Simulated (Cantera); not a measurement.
Feed: 1 mol SiCl₄, 1.7 mol HCl, 7.9 mol H₂, equilibrated at 0.560 bar.

These are equilibrium values from Cantera (NASA tables, ideal gas, pure condensed phases), not measurements of a reactor. Candidate condensed phases: Si; 19 gas species. The tables' values for SiCl₃ are old estimates; treat these amounts as uncertain. Equilibrium is a limit: real reactors are often held back by kinetics, nucleation or transport.

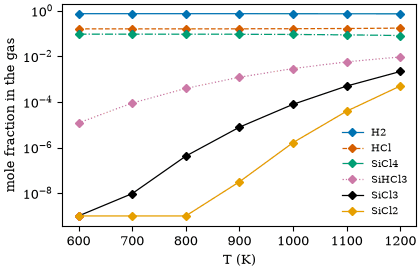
Figure: Equilibrium gas composition (values under 1e-9 drawn at 1e-9)

Read off the mole fractions at 1200 K.

H₂ about 0.73, HCl about 0.17, SiCl₄ about 0.082, SiHCl₃ about 0.0094, SiCl₃ about 0.0022, SiCl₂ about 0.00050.
